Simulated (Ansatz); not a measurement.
## Run report: GaH2Cl, nudged elastic band

The run: nudged elastic band of GaH2Cl. Method and program: RKS r2SCAN/def2-SVP (Ansatz 0.2.0).

It belongs to a series of runs on one base structure; here: band between the two ends.

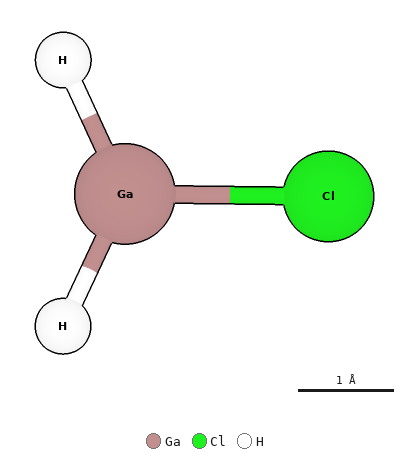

The starting structure (ball-and-stick view, seen at a tilt). Sticks mark near contacts. Bond lengths as drawn: Cl–Ga 2.16 Å and Ga–H 1.55 Å.

### Summary

| quantity | value |
| --- | --- |
| outcome | converged |
| barrier, forward | 2.309 eV |
| barrier, backward | 0.178 eV |
| hardware | 1 thread of Intel Xeon @ 2.50GHz (Skylake/Cascade Lake), 32 GiB of memory available, shared host |
| wall time | 4.2 min |
| peak memory | 0.13 GiB |

### Remarks

The order of the saddle point was not checked.

### Input file
```yaml
crystal:
  periodic: [false, false, false]
  atoms:
    - { symbol: Ga, position_ang: [0.453306, 0.0, 0.073809] }
    - { symbol: Cl, position_ang: [0.821229, 0.0, 2.198178] }
    - { symbol: H, position_ang: [1.728921, 0.0, -0.811535] }
    - { symbol: H, position_ang: [-1.045856, 0.0, -0.330252] }
basis:
  gaussian: { orbitals: def2-SVP }
hamiltonian:
  xc: r2scan
neb:
  order_check: false
  images: 9
  f_tol: 0.05
  max_iterations: 57
  final_atoms:
    - { symbol: Ga, position_ang: [0.0795059, 0.0, -0.88380516] }
    - { symbol: Cl, position_ang: [1.54882205, 0.0, 1.83866494] }
    - { symbol: H, position_ang: [1.81720136, 0.0, 0.54100699] }
    - { symbol: H, position_ang: [-1.4879293, 0.0, -0.36566677] }
  initial_path:
    images:
      - { positions_ang: [[0.453306, 0.0, 0.073809], [0.821229, 0.0, 2.198178], [1.728921, 0.0, -0.811535], [-1.045856, 0.0, -0.330252]] }
      - { positions_ang: [[0.3626107, 0.0, 0.0591063], [0.96667684, 0.0, 2.13571458], [1.7370461, 0.0, -0.64364259], [-1.10873364, 0.0, -0.4209783]] }
      - { positions_ang: [[0.2719154, 0.0, 0.04440361], [1.11212467, 0.0, 2.07325115], [1.7451712, 0.0, -0.47575017], [-1.17161128, 0.0, -0.51170459]] }
      - { positions_ang: [[0.1812201, 0.0, 0.02970091], [1.25757251, 0.0, 2.01078773], [1.7532963, 0.0, -0.30785776], [-1.23448891, 0.0, -0.60243089]] }
      - { positions_ang: [[0.0905248, 0.0, 0.01499822], [1.40302035, 0.0, 1.94832431], [1.7614214, 0.0, -0.13996534], [-1.29736655, 0.0, -0.69315718]] }
      - { positions_ang: [[-0.0001705, 0.0, 0.00029552], [1.54846818, 0.0, 1.88586088], [1.76954651, 0.0, 0.02792707], [-1.36024419, 0.0, -0.78388348]] }
      - { positions_ang: [[0.01576478, 0.0, -0.17652461], [1.54853896, 0.0, 1.8764217], [1.77907748, 0.0, 0.13054306], [-1.38578121, 0.0, -0.70024014]] }
      - { positions_ang: [[0.03170006, 0.0, -0.35334475], [1.54860973, 0.0, 1.86698251], [1.78860845, 0.0, 0.23315904], [-1.41131824, 0.0, -0.6165968]] }
      - { positions_ang: [[0.04763534, 0.0, -0.53016489], [1.5486805, 0.0, 1.85754332], [1.79813942, 0.0, 0.33577502], [-1.43685526, 0.0, -0.53295345]] }
      - { positions_ang: [[0.06357062, 0.0, -0.70698502], [1.54875127, 0.0, 1.84810413], [1.80767039, 0.0, 0.43839101], [-1.46239228, 0.0, -0.44931011]] }
      - { positions_ang: [[0.0795059, 0.0, -0.88380516], [1.54882205, 0.0, 1.83866494], [1.81720136, 0.0, 0.54100699], [-1.4879293, 0.0, -0.36566677]] }
```

Command:
```bash
ansatz run input.yaml --threads 1 --pin off --max-ram 2048MiB --backend cpu --events-out ev --progress --plain --runs-dir out
```

### Output
```
Engine: ansatz 0.2.0, x86_64-unknown-linux-gnu
Functional definition: r2SCAN
  parameter k0 = 0.174
  parameter k1 = 0.065
  parameter a1 = 4.9479
  exchange = r2scan_x(k0 = k0, k1 = k1, a1 = a1)
  correlation = r2scan_c
666 factors; their error is unknown
mean field evaluation 1: about -64921.6942 eV, gradient 2.6e1 eV
mean field evaluation 2: about -64920.9574 eV, gradient 3.6e1 eV
mean field evaluation 4: about -64922.6815 eV, gradient 9.9e-1 eV
mean field evaluation 8: about -64922.6475 eV, gradient 2.7e-2 eV
mean field -64922.64753029 eV, -2385.8632905872 hartree, gradient 2.1e-5 eV, S^2 0.000000; 0 other end points of the search recorded, 0 dependent functions left out
the calculation of the forces begins
reference -64922.64753985 eV, -2385.8632909384 hartree; 25, 25 occupied and 35, 35 virtual orbitals, 666 factors
666 factors; their error is unknown
mean field evaluation 16: about -64919.8675 eV, gradient 1.9e1 eV
mean field -64920.51730620 eV, -2385.7850062956 hartree, gradient 1.3e-5 eV, S^2 0.000000; 0 other end points of the search recorded, 0 dependent functions left out
[... from here on the field's lines of each further geometry are left out, up to the last ...]
NEB iter   1: max|band force component| = 3.889e0 eV/Å  barrier→ = 2.9989 eV  barrier← = 0.8686 eV  Δτ_max = 0.1931 Å  (300 SCF iters)
NEB iter   2: max|band force component| = 1.499e0 eV/Å  barrier→ = 2.3722 eV  barrier← = 0.2420 eV  Δτ_max = 0.1754 Å  (275 SCF iters)
NEB iter   3: max|band force component| = 5.016e-1 eV/Å  barrier→ = 2.3343 eV  barrier← = 0.2041 eV  Δτ_max = 0.1021 Å  (262 SCF iters)
NEB iter   4: max|band force component| = 4.508e-1 eV/Å  barrier→ = 2.3115 eV  barrier← = 0.1813 eV  CI = image 7  Δτ_max = 0.0739 Å  (254 SCF iters)
NEB iter   5: max|band force component| = 2.225e-1 eV/Å  barrier→ = 2.3087 eV  barrier← = 0.1785 eV  CI = image 7  Δτ_max = 0.0101 Å  (260 SCF iters)
NEB iter   6: max|band force component| = 8.454e-2 eV/Å  barrier→ = 2.3086 eV  barrier← = 0.1784 eV  CI = image 7  Δτ_max = 0.0041 Å  (243 SCF iters)
the calculation of the forces begins
reference -64920.50558360 eV, -2385.7845754981 hartree; 25, 25 occupied and 35, 35 virtual orbitals, 666 factors
666 factors; their error is unknown
mean field evaluation 704: about -64920.3389 eV, gradient 1.8e-5 eV
mean field -64920.33890078 eV, -2385.7784500175 hartree, gradient 1.8e-5 eV, S^2 0.000000; 1 other end points of the search recorded, 0 dependent functions left out
the calculation of the forces begins
reference -64920.33890973 eV, -2385.7784503465 hartree; 25, 25 occupied and 35, 35 virtual orbitals, 666 factors
NEB iter   7: max|band force component| = 1.129e-2 eV/Å  barrier→ = 2.3086 eV  barrier← = 0.1784 eV  CI = image 7  Δτ_max = 0.0000 Å  (469 SCF iters)
```

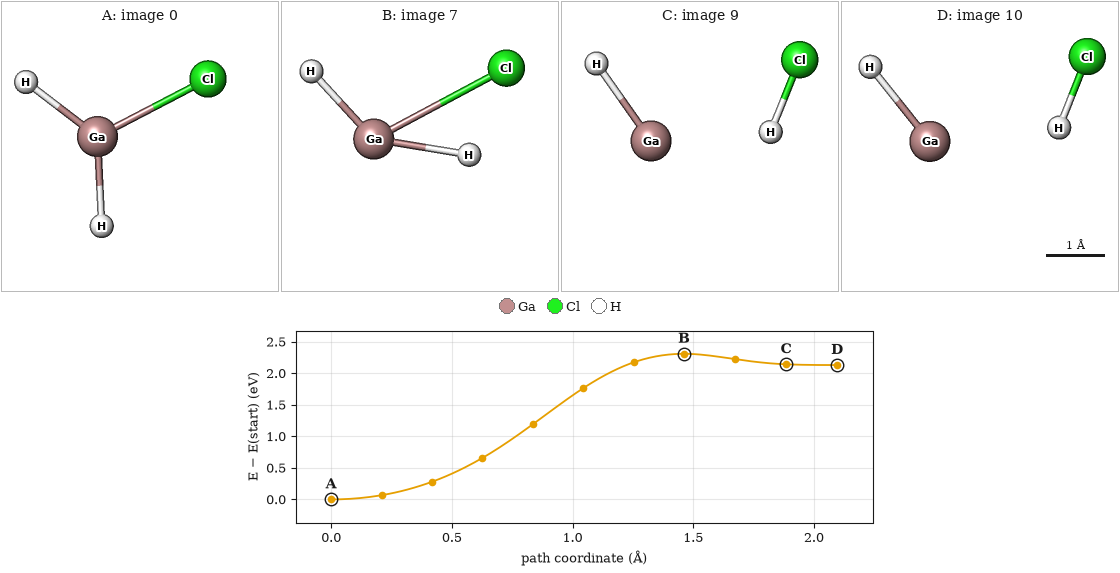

Images of the last band (counted from 0; ball-and-stick, seen on its broad side) above the energy along the path; the line is a cubic interpolation that uses the forces. The highest image is number 7, 2.309 eV above the start and 0.178 eV above the end (the climbing image); the end lies 2.130 eV above the start. The path is 2.10 Å long. The band converged in 7 iterations.

```
Total energy: -64920.33890973 eV, -2385.7784503465 hartree
Atom 0 at     0.248228    -0.000000    -0.577545 Å, force    -0.002001     0.000000     0.000316 eV/Å
Atom 1 at     1.308940     0.000000     1.797876 Å, force     0.000181    -0.000000    -0.000435 eV/Å
Atom 2 at     1.720733    -0.000000     0.216738 Å, force    -0.000224     0.000000     0.000478 eV/Å
Atom 3 at    -1.320300     0.000000    -0.306869 Å, force     0.002043     0.000000    -0.000358 eV/Å
Dipole moment:    -0.151373    -0.000000    -0.442506 e Å
this run last wrote the band of iteration 7 to [file]
```

### The last band as extended XYZ (Å, eV, eV/Å)
```
4
Properties=species:S:1:pos:R:3:forces:R:3 image=0 energy=-64922.64753
Ga    0.4533    0.0000    0.0738    0.0002   0.0000  -0.0021
Cl    0.8212    0.0000    2.1982    0.0008   0.0000   0.0018
H     1.7289    0.0000   -0.8115   -0.0014   0.0000   0.0010
H    -1.0459    0.0000   -0.3303    0.0004   0.0000  -0.0006
4
Properties=species:S:1:pos:R:3:forces:R:3 image=1 energy=-64922.58063
Ga    0.3957    0.0000    0.0314    0.1427   0.0000   0.1881
Cl    0.9067    0.0000    2.1257   -0.2359   0.0000   0.2585
H     1.7703    0.0000   -0.6739   -0.1013   0.0000  -0.4520
H    -1.1152    0.0000   -0.3529    0.1945   0.0000   0.0055
4
Properties=species:S:1:pos:R:3:forces:R:3 image=2 energy=-64922.36768
Ga    0.3514    0.0000   -0.0290    0.2281   0.0000   0.5433
Cl    0.9759    0.0000    2.0452   -0.4712   0.0000   0.5209
H     1.8054    0.0000   -0.5256   -0.0922   0.0000  -1.0040
H    -1.1751    0.0000   -0.3603    0.3352   0.0000  -0.0602
4
Properties=species:S:1:pos:R:3:forces:R:3 image=3 energy=-64921.98973
Ga    0.3195    0.0000   -0.1106    0.2557   0.0000   1.1047
Cl    1.0378    0.0000    1.9705   -0.7446   0.0000   0.6424
H     1.8223    0.0000   -0.3697    0.0948   0.0000  -1.5855
H    -1.2220    0.0000   -0.3600    0.3940   0.0000  -0.1615
4
Properties=species:S:1:pos:R:3:forces:R:3 image=4 energy=-64921.45572
Ga    0.2976    0.0000   -0.2152    0.2421   0.0000   1.5904
Cl    1.1004    0.0000    1.9132   -0.9557   0.0000   0.5759
H     1.8157    0.0000   -0.2151    0.3524   0.0000  -1.9246
H    -1.2560    0.0000   -0.3528    0.3612   0.0000  -0.2417
4
Properties=species:S:1:pos:R:3:forces:R:3 image=5 energy=-64920.88368
Ga    0.2810    0.0000   -0.3345    0.2016   0.0000   1.4661
Cl    1.1673    0.0000    1.8726   -0.8649   0.0000   0.4414
H     1.7902    0.0000   -0.0681    0.4112   0.0000  -1.6838
H    -1.2809    0.0000   -0.3399    0.2521   0.0000  -0.2237
4
Properties=species:S:1:pos:R:3:forces:R:3 image=6 energy=-64920.47416
Ga    0.2660    0.0000   -0.4575    0.1186   0.0000   0.7658
Cl    1.2379    0.0000    1.8376   -0.4582   0.0000   0.2572
H     1.7551    0.0000    0.0738    0.2157   0.0000  -0.9075
H    -1.3014    0.0000   -0.3237    0.1239   0.0000  -0.1154
4
Properties=species:S:1:pos:R:3:forces:R:3 image=7 energy=-64920.33890
Ga    0.2482    0.0000   -0.5775   -0.0020   0.0000   0.0003
Cl    1.3089    0.0000    1.7979    0.0002   0.0000  -0.0004
H     1.7207    0.0000    0.2167   -0.0002   0.0000   0.0005
H    -1.3203    0.0000   -0.3069    0.0020   0.0000  -0.0004
4
Properties=species:S:1:pos:R:3:forces:R:3 image=8 energy=-64920.42378
Ga    0.2136    0.0000   -0.7062   -0.0939   0.0000  -0.3532
Cl    1.3782    0.0000    1.7646    0.1838   0.0000  -0.0885
H     1.7123    0.0000    0.3577   -0.0222   0.0000   0.3904
H    -1.3465    0.0000   -0.2859   -0.0677   0.0000   0.0513
4
Properties=species:S:1:pos:R:3:forces:R:3 image=9 energy=-64920.50558
Ga    0.1479    0.0000   -0.8424   -0.0509   0.0000  -0.1149
Cl    1.4486    0.0000    1.7843    0.0563   0.0000   0.0200
H     1.7534    0.0000    0.4703    0.0346   0.0000   0.0925
H    -1.3922    0.0000   -0.2819   -0.0400   0.0000   0.0024
4
Properties=species:S:1:pos:R:3:forces:R:3 image=10 energy=-64920.51731
Ga    0.0795    0.0000   -0.8838   -0.0034   0.0000  -0.0200
Cl    1.5488    0.0000    1.8387   -0.0060   0.0000  -0.0046
H     1.8172    0.0000    0.5410    0.0031   0.0000   0.0111
H    -1.4879    0.0000   -0.3657    0.0063   0.0000   0.0135
```
